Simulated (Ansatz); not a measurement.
# BF2H (ac1l3f57): PBE0/def2-TZVPP

Aim: the vertical ionisation energy of BF2H (ac1l3f57) at PBE0/def2-TZVPP, from 2 runs. 

The calculation is run with Ansatz 0.2.0.

## 1. The system as given

BF2H has 4 atoms, charge 0, and is taken as a singlet. SMILES: `FBF`. Geometry: relaxed at PBE0-D4/def2-TZVP.

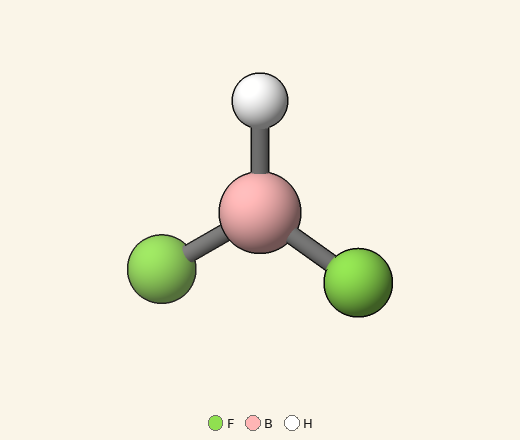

The structure, seen from a chosen angle (fluorine green, boron pink, hydrogen white).

## 2. A single-point energy at PBE0/def2-TZVPP

File input.yaml:

```yaml
crystal:
  periodic: [false, false, false]
  atoms:
    - symbol: F
      position_ang: [1.154300, 0.456900, -0.361900]
    - symbol: B
      position_ang: [-0.001900, -0.031000, 0.025200]
    - symbol: F
      position_ang: [-1.095400, 0.528700, -0.438900]
    - symbol: H
      position_ang: [-0.057000, -0.954600, 0.775600]
basis:
  gaussian:
    orbitals: def2-TZVPP
total_charge: 0
hamiltonian:
  xc: pbe0
output:
  orbitals: {seedname: orbitals}
accuracy: high
```

Launch:

```bash
$ ansatz run input.yaml --threads 1 --pin off --max-ram 3480MiB --events-out events.jsonl --progress --plain --runs-dir runs
```

Output:

```text
Warning: RAYON_NUM_THREADS=1 ignored (pool sized by the plan → 1); use --threads N
Functional definition: PBE0
  name "PBE0"
  parameter a = 0.25
  parameter kappa = 0.804
  parameter beta = 0.06672455060314922
  exchange = (1 - a)*pbe_x(kappa = kappa, mu = beta*pi^2/3) + a*exact_x
  correlation = pbe_c(beta = beta)
1729 factors; integrals over basis functions are off by at most 3.4e-9 eV
mean field evaluation 1: about -6124.2019 eV, gradient 3.6e1 eV
mean field evaluation 2: about -6122.7770 eV, gradient 4.9e1 eV
mean field evaluation 4: about -6125.8515 eV, gradient 5.1e-1 eV
mean field evaluation 8: about -6125.8496 eV, gradient 5.9e-3 eV
mean field evaluation 16: about -6125.8496 eV, gradient 9.0e-7 eV
mean field -6125.84955281 eV, -225.1208188157 hartree, gradient 6.7e-8 eV, S^2 0.000000; 0 other end points of the search recorded, 0 dependent functions left out
reference -6125.84955541 eV, -225.1208189114 hartree; 12, 12 occupied and 95, 95 virtual orbitals, 1729 factors
Total energy: -6125.84955541 eV, -225.1208189114 hartree
```

It took 4.8 s on 1 thread of Intel Xeon Platinum 8175M at 2.50GHz (Skylake/Cascade Lake), shared host; peak memory 0.26 GiB.

## 3. The doublet cation, same level

File job.yaml:

```yaml
crystal:
  periodic: [false, false, false]
  atoms:
    - symbol: F
      position_ang: [1.154300, 0.456900, -0.361900]
    - symbol: B
      position_ang: [-0.001900, -0.031000, 0.025200]
    - symbol: F
      position_ang: [-1.095400, 0.528700, -0.438900]
    - symbol: H
      position_ang: [-0.057000, -0.954600, 0.775600]
basis:
  gaussian: {orbitals: def2-TZVPP}
accuracy: high
magnetization: {spin_polarized: true, initial_magnetization: 1}
output: {orbitals: {seedname: orbitals}}
hamiltonian: {xc: pbe0}
total_charge: 1
```

Launch:

```bash
$ ansatz run job.yaml --threads 1 --pin off --max-ram 3480MiB --events-out events.jsonl --progress --plain --runs-dir runs
```

Output, shortened:

```text
Warning: RAYON_NUM_THREADS=1 ignored (pool sized by the plan → 1); use --threads N
[... 7 set-up lines as earlier in the session ...]
1729 factors; integrals over basis functions are off by at most 3.4e-9 eV
mean field evaluation 1: about -6100.7504 eV, gradient 6.3e1 eV
mean field evaluation 2: about -6064.4002 eV, gradient 1.2e2 eV
mean field evaluation 4: about -6111.7151 eV, gradient 5.6e0 eV
mean field evaluation 8: about -6111.8531 eV, gradient 7.1e-1 eV
mean field evaluation 16: about -6111.8560 eV, gradient 3.2e-4 eV
mean field evaluation 32: about -6111.8241 eV, gradient 2.6e0 eV
mean field -6111.85604083 eV, -224.6065667358 hartree, gradient 1.7e-8 eV, S^2 0.756262; 2 other end points of the search recorded, 0 dependent functions left out
reference -6111.85604285 eV, -224.6065668098 hartree; 12, 11 occupied and 95, 96 virtual orbitals, 1729 factors
Total energy: -6111.85604285 eV, -224.6065668098 hartree
```

It took 9 s on 1 thread of Intel Xeon Platinum 8175M at 2.50GHz (Skylake/Cascade Lake), shared host; peak memory 0.33 GiB.

## 4. Results

At PBE0/def2-TZVPP:

| quantity | value |
| --- | --- |
| singlet BF2H: total energy | -225.12082 Eh |
| singlet BF2H: HOMO energy | -10.86 eV |
| singlet BF2H: LUMO energy | -0.32 eV |
| singlet BF2H: HOMO–LUMO gap | 10.54 eV |
| doublet cation: total energy | -224.60657 Eh |
| doublet cation: HOMO energy (highest over α and β) | -20.38 eV |
| doublet cation: LUMO energy (lowest over α and β) | -17.07 eV |
| doublet cation: ⟨S²⟩ | 0.756 |
| vertical ionisation energy (to the doublet cation) | 13.994 eV |

The vertical ionisation energy comes to 13.99 eV (323 kcal/mol). The negative HOMO energy of the first species, 10.86 eV, lies 3.14 eV below that difference.
